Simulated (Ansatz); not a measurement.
One crystal and one scan (scan of one atom of the cell) at two levels, PBE (plane waves to 420 eV, PAW, scalar-relativistic; Ansatz, a quantum-chemistry and plane-wave program) and r2SCAN (plane waves to 500 eV, PAW, scalar-relativistic; Ansatz), each from its own relaxed cell and on its own mesh. The cell shown is that of PBE.

Ni (fcc, Cu type)

```xyz
4
Lattice="3.5184 0.0000 0.0000 0.0000 3.5184 0.0000 0.0000 0.0000 3.5184" Properties=species:S:1:pos:R:3 pbc="T T T"
Ni     0.0000     0.0000     0.0000
Ni     1.7592     1.7592     0.0000
Ni     1.7592     0.0000     1.7592
Ni     0.0000     1.7592     1.7592
```

Scan: atom 4 (Ni, nearest neighbour Ni at 2.488 Å; its periodic images, 3.5 Å or more away, move with it) is displaced towards the nearest neighbour, direction (-0.707, -0.707, 0.000) in Cartesian axes, by s. The other atoms stay.

The energy includes the smearing's −TS. Ni was relaxed with its symmetry unable to fall. Relaxed Ni ends ferromagnetic. The magnetic order is the one the run started from; other orders were not tried. (PBE) On this mesh the relaxed cell isn't quite at rest: it carries a pressure of 0.1 GPa (compression positive) at the zero of the scan. (PBE) Relaxed Ni ends ferromagnetic. (r2SCAN) On this mesh the relaxed cell isn't quite at rest: it carries a pressure of 0.1 GPa (compression positive) at the zero of the scan. (r2SCAN) Relaxed Ni ends ferromagnetic. With partly filled bands, energies and forces of such displacements shift with the k mesh and the smearing. Percentages come from the unrounded values.

| quantity | PBE | r2SCAN | PBE − r2SCAN |
|---|---|---|---|
| Lattice constant a (Å) | 3.518 | 3.478 | +0.040 (+1.2 %) |
| Magnetic moment of the relaxed cell (μB/cell) | 0.63 | 0.74 | -0.11 (-15 %) |
| Force constant k = d²E/ds² at s = 0 (finite differences) (eV/Å²) | 9.19 | 10.27 | -1.08 (-11 %) |

PBE gives the higher value for: lattice constant a. PBE gives the lower value for: magnetic moment of the relaxed cell; force constant k = d²E/ds² at s = 0. Both give the same shape of the curve: a single well with its minimum at or next to zero displacement.

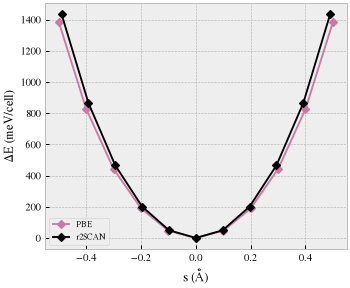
Fig. 1. ΔE, each from the undisplaced structure of its own level.

(For displaced atoms, the force is minus the slope of the energy, and its curvature is a force constant, which sets phonon frequencies.)
